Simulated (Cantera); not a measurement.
Input: 1 mol SiCl4, 8.1 mol H2O, equilibrated at 1.40 mbar.

These are equilibrium values from Cantera (NASA tables, ideal gas, pure condensed phases), not measurements of a reactor. Candidate condensed phases: H2O, Si, SiO2; 30 gas species. The tables hold silica as quartz up to 1696 K and as liquid above; real silica turns to tridymite and cristobalite and melts near 1996 K. Rates play no part.

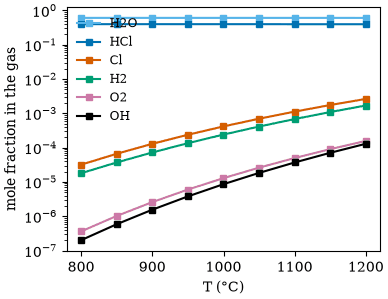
Equilibrium gas composition (values under 1e-9 drawn at 1e-9)

Q: Read off the mole fractions at 1050 °C.

A: H2O about 0.60, HCl about 0.40, Cl about 0.00069, H2 about 0.00041, O2 about 2.6e-5, OH about 1.8e-5.
